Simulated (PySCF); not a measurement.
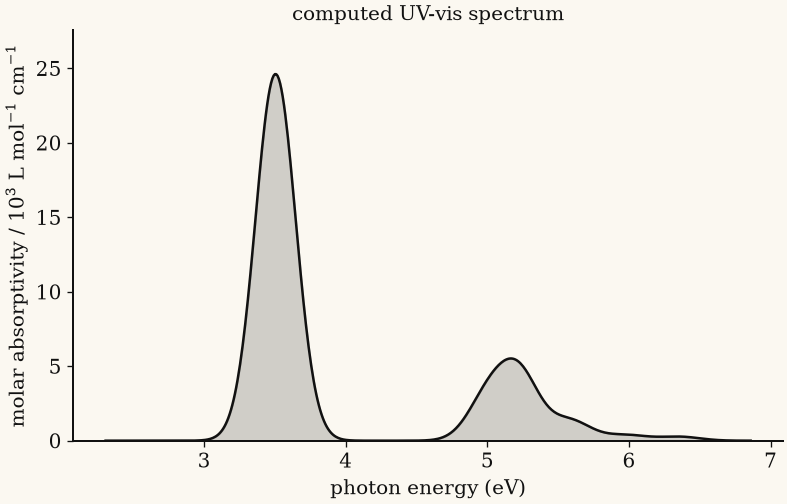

Vertical TDDFT excitations, CAM-B3LYP/def2-SVPD with PySCF 2.14.0, at a PBE0-D3(BJ)/def2-SVP geometry (no frequency check), gas phase. Only the first 10 singlet excitations are included; each is broadened by a Gaussian of 1/e half-width 0.20 eV.

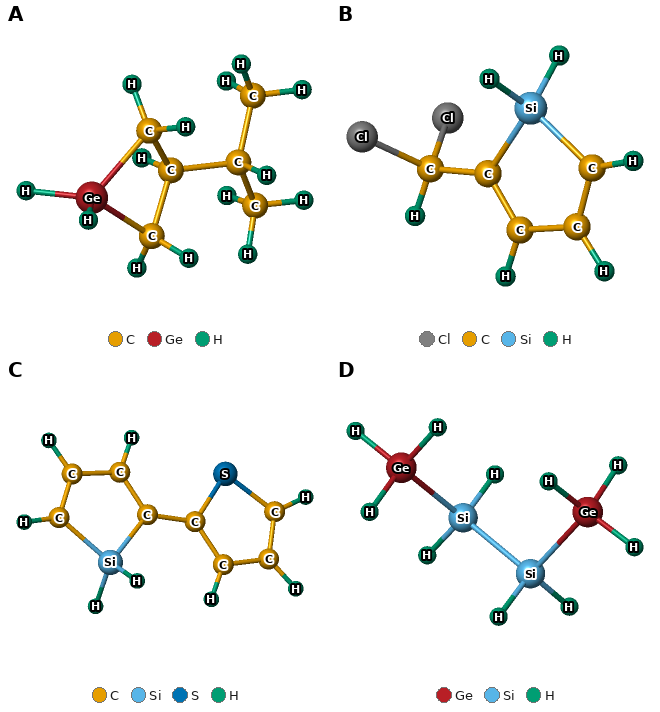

**Which molecule gives this spectrum? Choose among the lettered structures.**

Structure C, C₈H₈SSi, SMILES C1=C[SiH2]C(c2cccs2)=C1. Its lowest singlet lies at 3.50 eV (f = 0.304) and the brightest of those computed is S1 at 3.50 eV (354 nm), f = 0.304, mainly HOMO → LUMO (96 %).

Caveats: one conformer of a flexible molecule; core orbitals are frozen in the response.
